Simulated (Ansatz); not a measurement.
System: fcc Rh. Method: HSE06 (Ansatz, a first-principles code, PAW).

Run with plane-wave cutoff 460 eV, 14×14×14 k mesh, Fermi–Dirac smearing 0.05 eV, no spin polarisation, scalar-relativistic PAW data made under PBE.

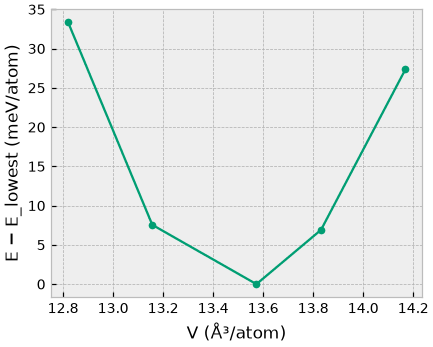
Figure: Total energy against volume

### Question
From the curve, estimate the equilibrium volume and the bulk modulus.

### Answer
V0 ≈ 13.5 Å³/atom and B0 ≈ 290 GPa; the fit gives V0 = 13.492 Å³/atom, B0 = 291 GPa, B′ = 5.2.

Measured, for comparison: bulk modulus 271 GPa (corrected for temperature and zero-point phonon effects, sources range from 271 to 289; as tabulated in Levämäki et al. (2014), arXiv:1402.3671); equilibrium volume per atom 13.65 Å³/atom (static lattice: zero-point anharmonic expansion removed; as tabulated in Mejia-Rodriguez and Trickey (2018), arXiv:1807.09216). Computed less measured: bulk modulus +7 % (+0.7 % to +7 % over the range), equilibrium volume per atom -1.2 %.

Static lattice: no zero-point or thermal effects.

The result took roughly 14 core-minutes.
